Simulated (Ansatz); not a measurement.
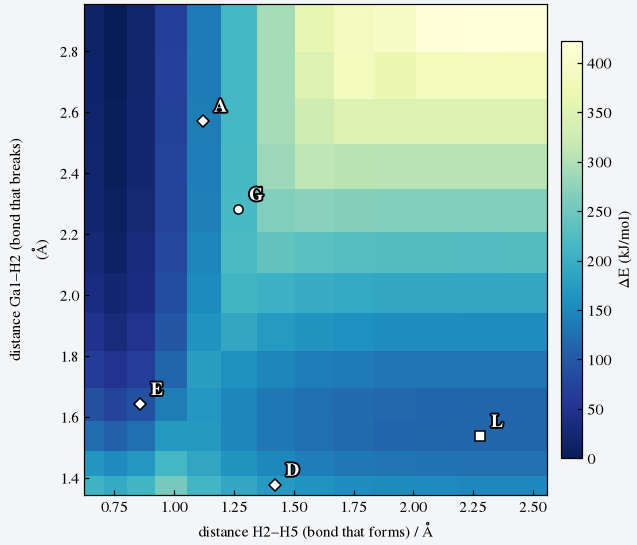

The reacting system BrGaH4 (fragments GaH₃ + BrH where the first distance is long, BrGaH₂ + H₂ where the second is long). 
- Coordinates scanned: (1) distance H2–H5 (bond that forms); (2) distance Ga1–H2 (bond that breaks).
- Relaxed at each point: all other coordinates.
- The grid has 13 × 13 points.
- Points are written as (first, second).
- All energies are given in kJ/mol relative to the lowest grid point.
- Energies and slopes of some neighbouring points disagree (a jump in structure or state, or too coarse a mesh). The reference is spin-restricted, so regions where a bond is pulled apart into radicals lie too high.
- The calculation used RHF/def2-SVP in Ansatz 0.2.0.

In the figure: one coloured cell a grid point, lettered points.

Q: Rank the lettered points by energy, lowest first.

A: E (91 kJ/mol), L (112 kJ/mol), A (137 kJ/mol), D (173 kJ/mol), G (217 kJ/mol).
